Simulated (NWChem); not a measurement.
# One shape, several levels: BNH4 (SMILES BN)

Wanted: a comparison of 6 runs (BHLYP/def2-TZVPP, PBE0/def2-TZVPP, CAM-B3LYP/def2-TZVPP, M06-2X/def2-TZVPP, M06-L/def2-TZVPP, r2SCAN/def2-TZVPP) of BNH4. 

The results are computed with NWChem 7.3.0.

1 further run of the same task is left out (set aside as unsound or not needed).

## 1. Starting point

BNH4 has 6 atoms, charge 0, and is taken as a singlet. SMILES: `BN`. The coordinates come from a PBE0-D4/def2-TZVP relaxation.

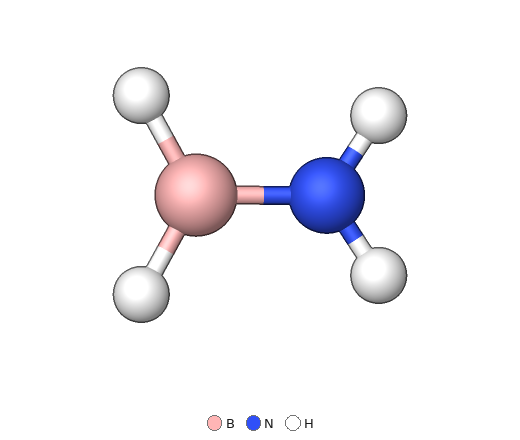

The structure, seen from a chosen angle (boron pink, nitrogen blue, hydrogen white).

## 2. Energy and gradient at BHLYP/def2-TZVPP (run 1)

The input, test.nw:

```
start test
title "BH4N"
memory total 2200 mb

geometry noautosym nocenter noautoz
 B       -0.128200      -0.679600      -0.025600
 N        0.146100       0.677400       0.010800
 H        0.225800      -1.368000       0.887500
 H       -0.712000      -1.128700      -0.969200
 H       -0.121600       1.313700      -0.720800
 H        0.632000       1.121400       0.771300
end

basis spherical bse
 * library def2-TZVPP
end

dft
 xc bhlyp
 grid fine
 convergence energy 1e-08
 iterations 100
 mulliken
 print low
end

task dft gradient
```

On the command line:

```sh
nwchem test.nw > test.out
```

Log:

```text
[...]
 d= 0,ls=0.0,diis     1    -81.9980075869 -1.14D+02  2.96D-03  2.39D-01     1.8
[...]
 d= 0,ls=0.0,diis     8    -82.0267451408 -8.41D-10  7.35D-08  7.87D-11    12.6
         Total DFT energy =      -82.026745140789
      One electron energy =     -173.519144434913
           Coulomb energy =       71.626220268940
    Exchange-Corr. energy =      -12.449916363497
 Nuclear repulsion energy =       32.316095388681
[...]
      Total Density - Mulliken Population Analysis
     ---------------------------------------------
    Atom       Charge   Shell Charges
 -----------   ------   -------------------------------------------------------
    1 B    5     5.00   0.91  1.06  0.51  0.46  0.05  1.01  0.74  0.13  0.06  0.07  0.01
    2 N    7     7.32   0.82  1.16  0.55  0.73  0.16  1.59  1.58  0.73  0.00  0.01  0.00
    3 H    1     1.02   0.27  0.50  0.24  0.00  0.01  0.00
    4 H    1     1.02   0.27  0.50  0.24  0.00  0.01  0.00
    5 H    1     0.82   0.27  0.43  0.06  0.02  0.04  0.00
    6 H    1     0.82   0.27  0.43  0.06  0.02  0.04  0.00
[...]
                         DFT ENERGY GRADIENTS
    atom               coordinates                        gradient
                 x          y          z           x          y          z
   1 B      -0.242263  -1.284258  -0.048377    0.000021   0.000192  -0.000008
   2 N       0.276089   1.280100   0.020409   -0.000899  -0.004657  -0.000058
   3 H       0.426700  -2.585145   1.677132    0.001726  -0.002768   0.004235
   4 H      -1.345485  -2.132934  -1.831522   -0.002610  -0.001661  -0.004347
   5 H      -0.229791   2.482533  -1.362114   -0.002238   0.005263  -0.006096
   6 H       1.194307   2.119139   1.457546    0.004000   0.003631   0.006273
 Task  times  cpu:       19.2s     wall:       19.2s
 Total times  cpu:       19.2s     wall:       19.2s
```

It took 20 s on 1 thread of Intel Xeon 6975P-C (Granite Rapids), shared host; peak memory 0.13 GiB.

## 3. Energy and gradient at PBE0/def2-TZVPP (run 2)

The input, run.py:

```python
from ase import Atoms
from ase.calculators.nwchem import NWChem

molecule = Atoms(['B', 'N', 'H', 'H', 'H', 'H'], positions=[
    [-0.128200, -0.679600, -0.025600],
    [0.146100, 0.677400, 0.010800],
    [0.225800, -1.368000, 0.887500],
    [-0.712000, -1.128700, -0.969200],
    [-0.121600, 1.313700, -0.720800],
    [0.632000, 1.121400, 0.771300],
])

calc = NWChem(
    label='a',
    theory='dft',
    memory='2200 mb',
    basis='def2-TZVPP',
    basispar='spherical bse',
    dft={'xc': 'pbe0', 'mult': '1', 'grid': 'fine', 'convergence': 'energy 1e-08', 'iterations': '100', 'mulliken': None, 'print': 'low'},
)
molecule.calc = calc

forces = molecule.get_forces()
print("Total energy (eV):", round(molecule.get_potential_energy(), 6))
print("forces (eV/A):")
for s, f in zip(molecule.symbols, forces):
    print(f"{s:2s} {f[0]:10.5f} {f[1]:10.5f} {f[2]:10.5f}")
```

On the command line:

```sh
export ASE_NWCHEM_COMMAND="nwchem PREFIX.nwi > PREFIX.nwo"
python run.py
```

Log:

```text
Total energy (eV): -2230.380748
forces (eV/A):
B    -0.00257   -0.01702    0.00021
N     0.00494    0.03481   -0.00252
H    -0.00535    0.01172   -0.01388
H     0.00879    0.00807    0.01399
H     0.01116   -0.02345    0.02941
H    -0.01697   -0.01414   -0.02720
```

The calculator wrote a.nwi:

```
title "a"

permanent_dir a

scratch_dir a

start a

geometry units angstrom nocenter noautosym noautoz
  B  -1.2820000000000001e-01 -6.7959999999999998e-01 -2.5600000000000001e-02
  N  1.4610000000000001e-01 6.7740000000000000e-01 1.0800000000000001e-02
  H  2.2580000000000000e-01 -1.3680000000000001e+00 8.8749999999999996e-01
  H  -7.1199999999999997e-01 -1.1287000000000000e+00 -9.6919999999999995e-01
  H  -1.2160000000000000e-01 1.3137000000000001e+00 -7.2080000000000000e-01
  H  6.3200000000000001e-01 1.1214000000000000e+00 7.7129999999999999e-01
end

memory 2200 mb

basis spherical bse noprint
   * library def2-TZVPP
end

dft
  xc pbe0
  mult 1
  grid fine
  convergence energy 1e-08
  iterations 100
  mulliken
  print low
end

task dft gradient
```

a.nwo (excerpt; [...] marks lines left out):

```text
[...]
         Total DFT energy =      -81.964981342631
      One electron energy =     -173.515074422949
           Coulomb energy =       71.607748398338
    Exchange-Corr. energy =      -12.373750706700
 Nuclear repulsion energy =       32.316095388681
[... 18 lines left out ...]
     -------------------------------------------
      Total Density - Lowdin Population Analysis
[...]
                         DFT ENERGY GRADIENTS
    atom               coordinates                        gradient
                 x          y          z           x          y          z
   1 B      -0.242263  -1.284258  -0.048377    0.000050   0.000331  -0.000004
   2 N       0.276089   1.280100   0.020409   -0.000096  -0.000677   0.000049
   3 H       0.426700  -2.585145   1.677132    0.000104  -0.000228   0.000270
   4 H      -1.345485  -2.132934  -1.831522   -0.000171  -0.000157  -0.000272
   5 H      -0.229791   2.482533  -1.362114   -0.000217   0.000456  -0.000572
   6 H       1.194307   2.119139   1.457546    0.000330   0.000275   0.000529
 Task  times  cpu:       19.1s     wall:       19.1s
 Total times  cpu:       19.1s     wall:       19.1s
```

Wall time 20 s (1 thread of Intel Xeon 6975P-C (Granite Rapids), shared host); peak memory 0.13 GiB.

Runs 3 to 5 aren't shown in full; the table further down has their settings and results.

## 4. Energy and gradient at r2SCAN/def2-TZVPP (run 6)

The input, sp.xyz:

```xyz
6
BH4N gradient
B     -0.128200    -0.679600    -0.025600
N      0.146100     0.677400     0.010800
H      0.225800    -1.368000     0.887500
H     -0.712000    -1.128700    -0.969200
H     -0.121600     1.313700    -0.720800
H      0.632000     1.121400     0.771300
```

The input, run.py:

```python
from ase.io import read
from ase.calculators.nwchem import NWChem

atoms = read('sp.xyz')

calc = NWChem(
    label='sp',
    theory='dft',
    memory='2200 mb',
    basis='def2-TZVPP',
    basispar='spherical bse',
    dft={'xc': 'r2scan', 'mult': '1', 'grid': 'fine', 'convergence': 'energy 1e-08', 'iterations': '100', 'mulliken': None},
)
atoms.calc = calc

forces = atoms.get_forces()
print("Total energy (eV):", round(atoms.get_potential_energy(), 6))
print("forces (eV/A):")
for s, f in zip(atoms.symbols, forces):
    print(f"{s:2s} {f[0]:10.5f} {f[1]:10.5f} {f[2]:10.5f}")
print("dipole (e A):", atoms.get_dipole_moment().round(4))
```

On the command line:

```sh
export ASE_NWCHEM_COMMAND="nwchem PREFIX.nwi > PREFIX.nwo"
python run.py
```

Log:

```text
Total energy (eV): -2231.799703
forces (eV/A):
B    -0.03224   -0.16378   -0.00370
N     0.01085    0.06392   -0.00170
H    -0.00956    0.03193   -0.02900
H     0.02036    0.02417    0.03013
H     0.00334    0.02134   -0.00129
H     0.00725    0.02242    0.00561
dipole (e A): [0.083  0.4108 0.011 ]
```

The calculator wrote sp.nwi:

```
title "sp"

permanent_dir sp

scratch_dir sp

start sp

geometry units angstrom nocenter noautosym noautoz
  B  -1.2820000000000001e-01 -6.7959999999999998e-01 -2.5600000000000001e-02
  N  1.4610000000000001e-01 6.7740000000000000e-01 1.0800000000000001e-02
  H  2.2580000000000000e-01 -1.3680000000000001e+00 8.8749999999999996e-01
  H  -7.1199999999999997e-01 -1.1287000000000000e+00 -9.6919999999999995e-01
  H  -1.2160000000000000e-01 1.3137000000000001e+00 -7.2080000000000000e-01
  H  6.3200000000000001e-01 1.1214000000000000e+00 7.7129999999999999e-01
end

memory 2200 mb

basis spherical bse noprint
   * library def2-TZVPP
end

dft
  xc r2scan
  mult 1
  grid fine
  convergence energy 1e-08
  iterations 100
  mulliken
end

task dft gradient
```

sp.nwo (excerpt; [...] marks lines left out):

```text
[...]
         Total DFT energy =      -82.017126988764
[...]
  wavefunction    = closed shell
                         DFT ENERGY GRADIENTS
    atom               coordinates                        gradient
                 x          y          z           x          y          z
   1 B      -0.242263  -1.284258  -0.048377    0.000627   0.003185   0.000072
   2 N       0.276089   1.280100   0.020409   -0.000211  -0.001243   0.000033
   3 H       0.426700  -2.585145   1.677132    0.000186  -0.000621   0.000564
   4 H      -1.345485  -2.132934  -1.831522   -0.000396  -0.000470  -0.000586
   5 H      -0.229791   2.482533  -1.362114   -0.000065  -0.000415   0.000025
   6 H       1.194307   2.119139   1.457546   -0.000141  -0.000436  -0.000109
[...]
```

Run time: 24 s. Hardware: 1 thread of Intel Xeon 6975P-C (Granite Rapids), shared host; peak memory 0.13 GiB.

## 5. The series

```csv
run,level,energy (Eh),largest force (eV/Å),wall time
1,BHLYP/def2-TZVPP,-82.026745,0.430,20 s
2,PBE0/def2-TZVPP,-81.964981,0.039,20 s
3,CAM-B3LYP/def2-TZVPP,-82.029531,0.141,1.7 min
4,M06-2X/def2-TZVPP,-82.031926,0.282,24 s
5,M06-L/def2-TZVPP,-82.061746,0.223,28 s
6,r2SCAN/def2-TZVPP,-82.017127,0.167,24 s
```

## 6. What came out

| quantity | value |
| --- | --- |
| run 6: total energy | -82.01713 Eh |
| run 6: dipole moment | 2.01 D |
| run 6: HOMO energy | -7.58 eV |
| run 6: LUMO energy | -0.33 eV |
| run 6: HOMO–LUMO gap | 7.25 eV |
| run 6: largest force on an atom | 0.167 eV/Å |

Over runs 3, 4, 5, 6 the dipole moment (its size) runs from 1.85 D (M06-2X/def2-TZVPP) to 2.04 D (M06-L/def2-TZVPP). Over runs 3, 4, 5, 6 the HOMO–LUMO gap runs from 7.24 eV (M06-L/def2-TZVPP) to 11.40 eV (CAM-B3LYP/def2-TZVPP). Totals of different functionals can't be ranked against each other. All runs together took 3.7 min, the longest 1.7 min.
